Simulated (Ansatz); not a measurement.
## Run report: Si2H7F, single-point calculation

The run: single-point calculation of Si2H7F. Method and program: RKS PBE0-D4/def2-TZVPP (Ansatz 0.2.0).

The geometry is the product side of a reaction. The reaction was set up to form Si1–F7 and Si2–H6 and to break Si1–Si2 and H6–F7 (atoms counted from 1 in the order of the input); sticks are drawn by distance alone. The geometry comes from this level: PBE0-D4/def2-TZVP.

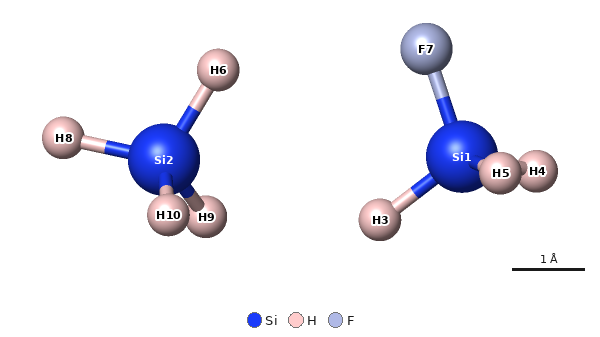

The structure (ball-and-stick view, seen at a tilt; atoms are numbered from 1 in the order of the input).

**Input file**
```yaml
crystal:
  periodic: [false, false, false]
  atoms:
    - {symbol: Si, position_ang: [-1.595261, 1.395892, -0.409500]}
    - {symbol: Si, position_ang: [1.570023, -1.410266, 0.385387]}
    - {symbol: H, position_ang: [-1.086988, 0.043794, -0.742034]}
    - {symbol: H, position_ang: [-2.922663, 1.304982, 0.242308]}
    - {symbol: H, position_ang: [-1.664828, 2.237487, -1.626878]}
    - {symbol: H, position_ang: [1.510785, -0.078323, 1.036702]}
    - {symbol: F, position_ang: [-0.575679, 2.078491, 0.617033]}
    - {symbol: H, position_ang: [2.772510, -2.145128, 0.854030]}
    - {symbol: H, position_ang: [0.352167, -2.187038, 0.731320]}
    - {symbol: H, position_ang: [1.639934, -1.239991, -1.088467]}
basis:
  gaussian: {orbitals: def2-TZVPP}
hamiltonian: {xc: pbe0, dispersion: d4}
output: {orbitals: {seedname: orbitals}}
```

Run on 4 threads of Arm Neoverse V1, 23 GiB of memory available, shared host.

Command:
```bash
ansatz run in.yaml --threads 4 --pin off --events-out ev --progress --plain --max-ram 9574MiB
```

**What the program printed**
```
Functional definition: PBE0
  name "PBE0"
  cite "Adamo & Barone, J. Chem. Phys. 110, 6158 (1999) doi:10.1063/1.478522"
  cite "Perdew, Burke & Ernzerhof, Phys. Rev. Lett. 77, 3865 (1996) doi:10.1103/PhysRevLett.77.3865"
  parent pbe
  parameter a = 0.25
  parameter kappa = 0.804
  parameter beta = 0.06672455060314922
  exchange = (1 - a)*pbe_x(kappa = kappa, mu = beta*pi^2/3) + a*exact_x
  correlation = pbe_c(beta = beta)
1151 factors; their error is unknown
mean field evaluation 1: about -18577.7610 eV, gradient 3.1e1 eV
mean field evaluation 2: about -18576.3811 eV, gradient 4.6e1 eV
mean field evaluation 4: about -18579.2285 eV, gradient 8.1e-1 eV
mean field evaluation 8: about -18579.2717 eV, gradient 1.7e-1 eV
mean field -18579.27168611 eV, -682.7756409820 hartree, gradient 1.9e-5 eV, S^2 0.000000; 0 other end points of the search recorded, 0 dependent functions left out
reference -18579.27172258 eV, -682.7756423219 hartree; 22, 22 occupied and 191, 191 virtual orbitals, 1151 factors
Total energy: -18579.38412000 eV, -682.7797728511 hartree
```

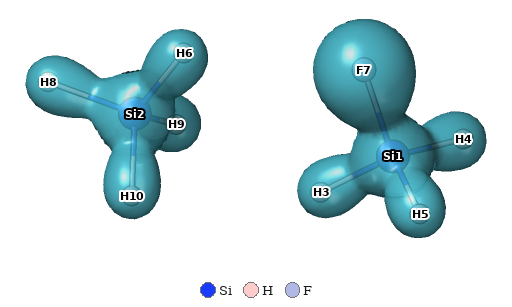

Isosurface of the electron density at 0.6 e/Å³ (cyan), seen at a tilt. At this value the surface falls into two separate pieces. It is pinched off along the Si···H (3.23 Å) contacts. On the grid the lowest density along these lines, outside the cores, is 0.03 e/Å³ (Si···H, 3.23 Å), 1 e/Å³ (Si–F, 1.60 Å) and 0.84 e/Å³ (Si–H, 1.48 Å).

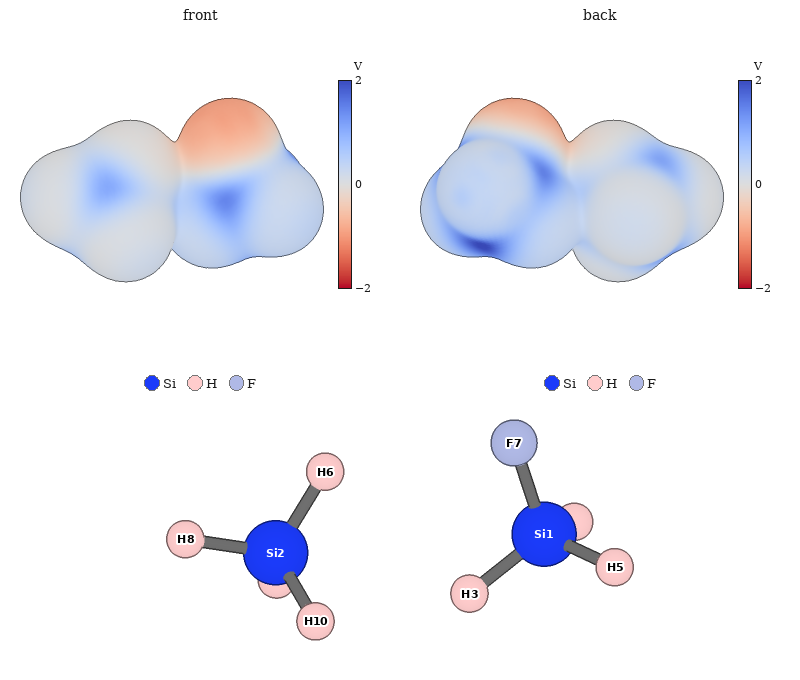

The molecular electrostatic potential painted on the density surface at 0.002 e/bohr³, seen at a tilt and from behind; red is negative and blue positive. The bare structure is drawn below in the same view. A positive charge is drawn to the negative regions and a negative charge to the positive ones.

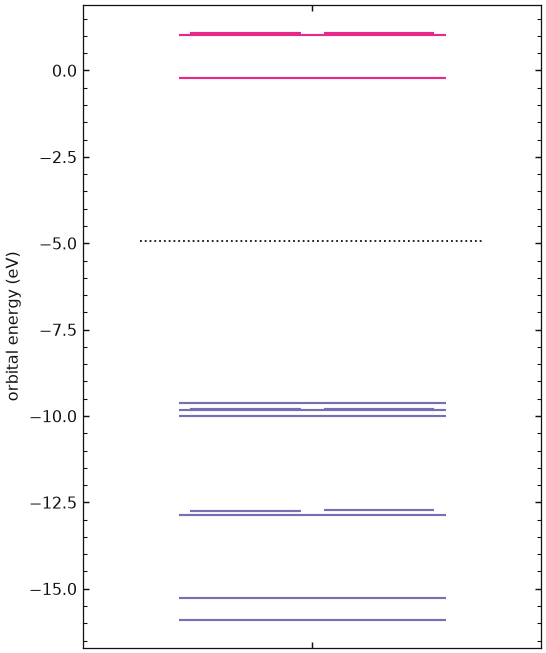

Orbital energies near the frontier; the dotted line parts filled from empty levels, and levels within 0.02 eV of each other stand side by side. Highest filled −9.63 eV, lowest empty −0.22 eV, 9.41 eV apart.

**Key numbers**

| quantity | value |
| --- | --- |
| outcome | converged |
| total energy | −18579.3841 eV |
| mean-field energy | −18579.2717 eV |
| dispersion energy | −0.1124 eV |
| SCF solution under orbital rotations | stable |
| HOMO | −9.63 eV |
| LUMO | −0.22 eV |
| wall time | 1.6 s (CPU time 5.7 s) |
| peak memory | 0.44 GiB |
